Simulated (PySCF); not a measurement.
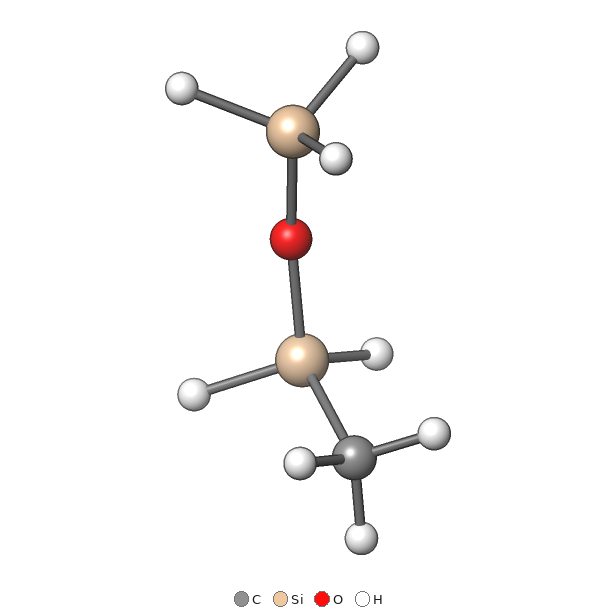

Ball-and-stick drawing of a structure.

The geometry was computed by an optimisation with PBE0-D3(BJ)/def2-SVP. No frequency run is at hand to confirm it as a minimum.

Description:

The molecule is CH8OSi2. SMILES: `C[SiH2]O[SiH3]`. It has no ring. Among its groups: Si–H bond, Si–O bond. Coordination, clear cases only: 1 C tetrahedral; 2 Si tetrahedral.

The parts below concern this one geometry. Atoms keep their numbers from picture to picture.

### Geometry

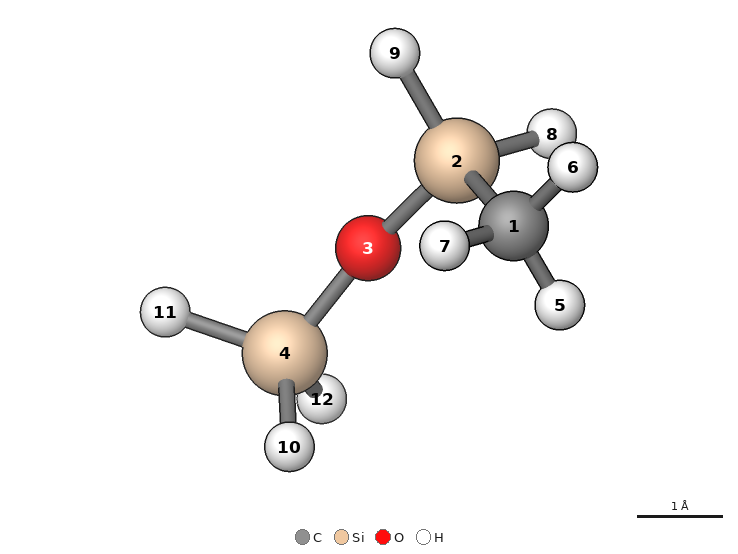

Atoms carry their numbers in the input. No frequency run is at hand to confirm it as a minimum.

Give the bond lengths.

```
   bond  length (Å)   order
 C1–Si2       1.868  single
  C1–H5       1.101  single
  C1–H6       1.102  single
  C1–H7       1.101  single
 Si2–O3       1.653  single
 Si2–H8       1.494  single
 Si2–H9       1.495  single
 O3–Si4       1.644  single
Si4–H10       1.495  single
Si4–H11       1.493  single
Si4–H12       1.493  single
```

### Polarisability

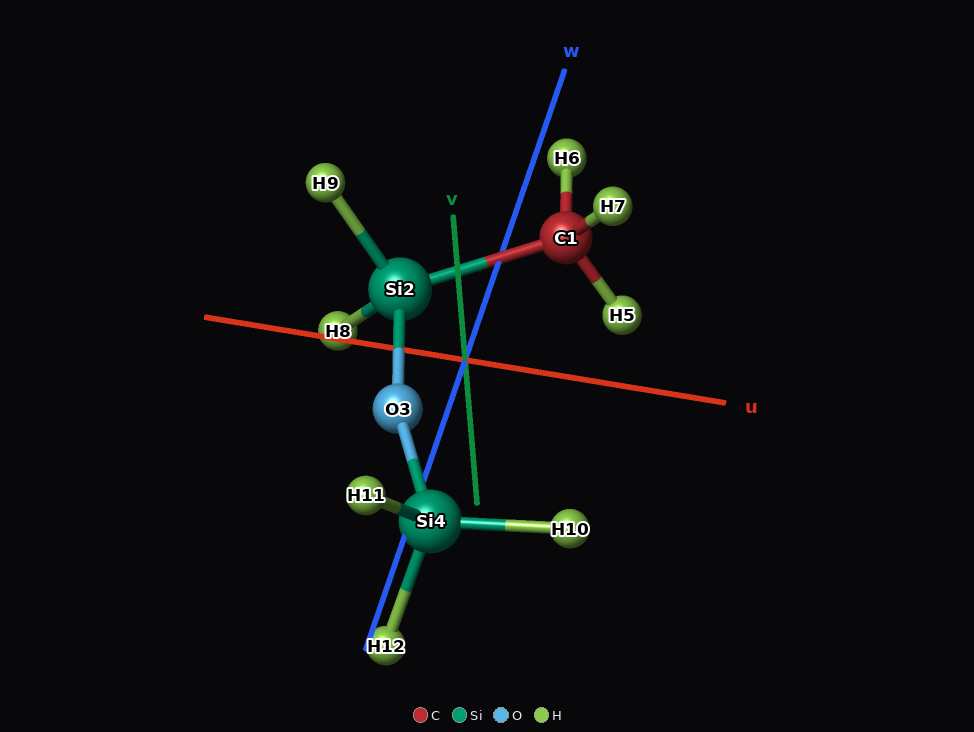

The lines u, v and w are the principal axes of the static dipole polarisability. No frequency run is at hand to confirm it as a minimum. Level of theory: PBE0/def2-TZVPD (PySCF 2.14.0).

Question: Along which axis is the molecule most polarisable, and along which least?

Answer: Most along w (close to the long direction C1···Si4), least along v.

Question: Give the three principal values.

Answer: u 69.5, v 64.9, w 78.0 bohr³; mean 70.8, anisotropy 11.5 bohr³.

### NMR shielding

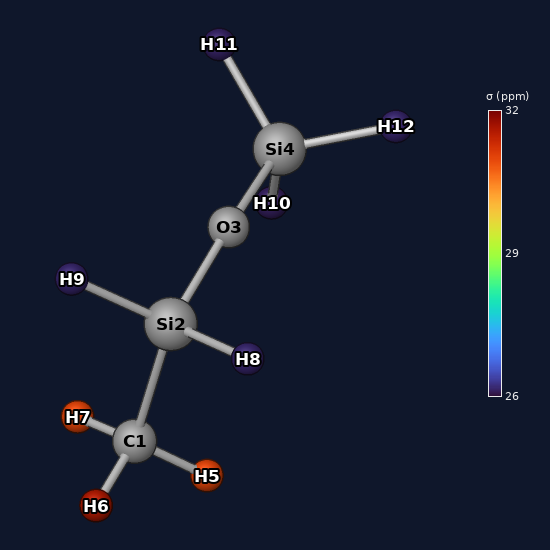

Atoms are coloured by their isotropic NMR shieldings (H only, the others grey). No frequency run is at hand to confirm it as a minimum. Properties computed with GIAO PBE0/6-311+G(2d,p) NMR shielding, non-relativistic, gas phase (PySCF 2.14.0).

Give the isotropic NMR shieldings of the H atoms atom by atom.

```json
{"atom": "H5", "σ (ppm)": "31.01"}
{"atom": "H6", "σ (ppm)": "31.58"}
{"atom": "H7", "σ (ppm)": "31.00"}
{"atom": "H8", "σ (ppm)": "26.18"}
{"atom": "H9", "σ (ppm)": "26.17"}
{"atom": "H10", "σ (ppm)": "26.12"}
{"atom": "H11", "σ (ppm)": "26.16"}
{"atom": "H12", "σ (ppm)": "26.17"}
```

### Charges

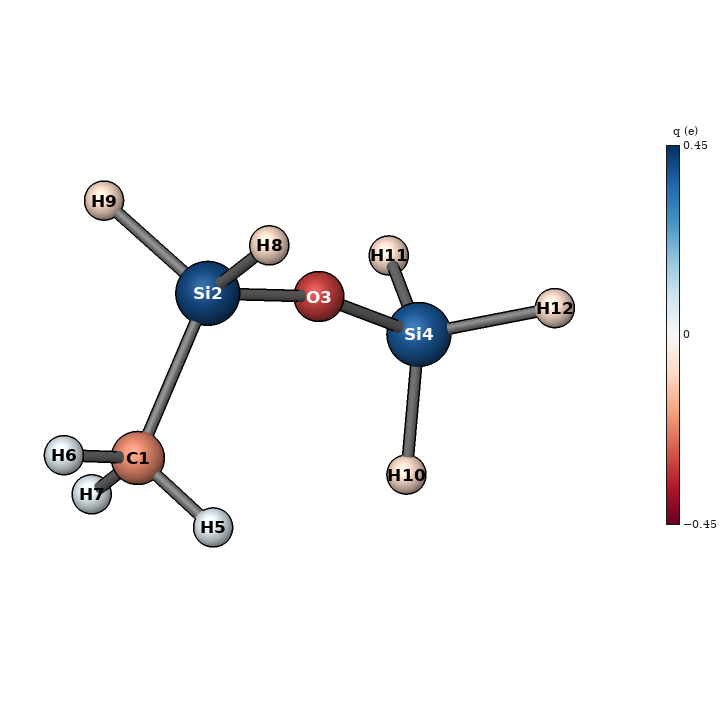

Atoms are coloured by their Hirshfeld charges. No frequency run is at hand to confirm it as a minimum. Properties computed with PBE0/def2-TZVP, gas phase (PySCF 2.14.0).

Question: Which atom carries the highest charge (most positive or least negative)?

Answer: Si2 (0.41 e).

Question: And the lowest?

Answer: O3 (−0.31 e).

List the Hirshfeld charges.

| atom | value (e) |
| --- | --- |
| C1 | −0.22 |
| Si2 | 0.41 |
| O3 | −0.31 |
| Si4 | 0.38 |
| H5 | 0.05 |
| H6 | 0.05 |
| H7 | 0.05 |
| H8 | −0.08 |
| H9 | −0.09 |
| H10 | −0.08 |
| H11 | −0.08 |
| H12 | −0.08 |

### Quadrupole coupling

No frequency run is at hand to confirm it as a minimum. Electric field gradients from the ground-state density, PBE0/6-311+G(2d,p) (PySCF 2.14.0), non-relativistic apart from any core potentials.

Give the largest field-gradient component, the quadrupole coupling constant and the asymmetry for 17O at O3 (Q = −25.6 mb), 2H at H5 (Q = 2.86 mb), 2H at H6 (Q = 2.86 mb), 2H at H7 (Q = 2.86 mb), 2H at H8 (Q = 2.86 mb).

```tsv
atom	V_zz (a.u.)	e²qQ/h (MHz)	η
O3	1.194	−7.18	0.02
H5	0.299	0.201	0.02
H6	0.298	0.200	0.02
H7	0.298	0.201	0.02
H8	0.151	0.102	0.03
```
